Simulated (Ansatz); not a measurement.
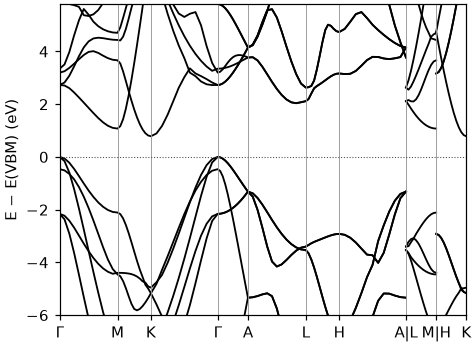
*Band structure from DFT-LDA in the program Ansatz with PAW potentials*

Read off the gap and where the band edges lie.

About 0.8 eV (0.79 eV by a search for the band edges); maximum at Γ, minimum at K.

Pick the material that matches.
(A) GaN, P6_3/mmc (Ga on 2d, N on 2b)
(B) BP, wurtzite
(C) ZnS, wurtzite
(D) AgI, P6_3mc (Ag on 2a, Ag on 2b, I on 2a, I on 2b)

B, BP, wurtzite

The first step of the workflow began from a Materials Project structure, measured or hypothetical; the Crystallography Open Database copy checked does not list it. It is not the phase usual at ambient conditions (space group No. 216). The cell was relaxed with LDA under the symmetry of its start; whether a distortion lowers the energy is not shown.

Potentials: the earlier of the program's two PAW sets. The files were generated under PBE; for other functionals the program regenerates the frozen cores, and for LDA and PBEsol the local potential too.
